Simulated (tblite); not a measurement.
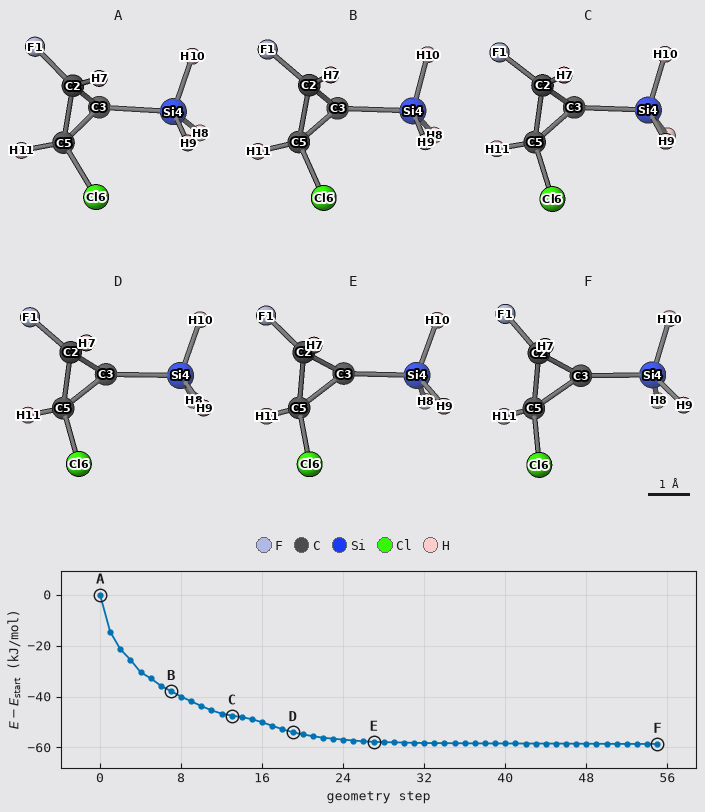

Frames of a relaxation of C3H5ClFSi (multiplicity 2), marked on the history of the run. Style: ball-and-stick. Shown at a tilt.

These are results of tblite 0.8.0, GFN2-xTB geometry optimisation, gas phase, not measurements. 

Question: What happens along the run?

Answer: After 55 geometry steps the energy has fallen by 58.6 kJ/mol. The largest move after the best rigid fit is that of Cl6, 0.74 Å. By element the largest moves are Cl 0.74 Å, H 0.71 Å, C 0.63 Å, Si 0.25 Å, F 0.09 Å. Some distances before and after: Si4–Cl6 3.210 → 4.042 Å, C2–C3 1.529 → 1.466 Å, C3–C5 1.513 → 1.452 Å, C5–Cl6 1.752 → 1.784 Å. Bond angles that change, for instance: C2–C3–Si4 112.0° → 146.2°, Si4–C3–C5 120.2° → 146.7°, F1–C2–C3 112.5° → 119.9°. Cost: 0.23 s on 1 thread of AMD EPYC 9R45 96-Core Processor, with other jobs on the host. From step 0 to 7: Cl6 moves most (0.20 Å), energy −37.9 kJ/mol. From step 7 to 13: Cl and H atoms move most (0.19 Å), energy −9.61 kJ/mol. From step 13 to 19: H7 moves most (0.24 Å), energy −6.52 kJ/mol. From step 19 to 27: H7 moves most (0.21 Å), energy −3.79 kJ/mol. From step 27 to 55: C and Cl atoms move most (0.14 Å), energy −0.82 kJ/mol.
